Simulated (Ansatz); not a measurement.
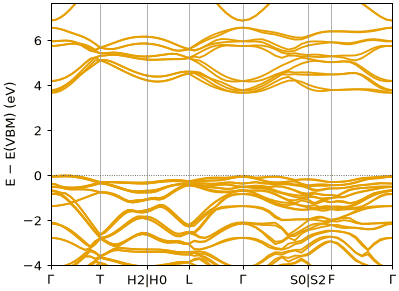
Fig. 1. Band structure from PBEsol with spin–orbit coupling (plane waves, PAW; program Ansatz)

The gap is 3.67 eV; an edge lies off the plotted path or next to a special point (maximum on the Γ–T line, 31 % of the way from Γ, minimum on the Γ–T line, 3 % of the way from Γ).

The material is LiTaO$_{3}$ in space group R3c (No. 161; Li on 6a, Ta on 6a, O on 18b).

The cell was relaxed with PBEsol under the symmetry of its start. The run is not spin-polarised.

Potentials: the later of the program's two PAW sets.
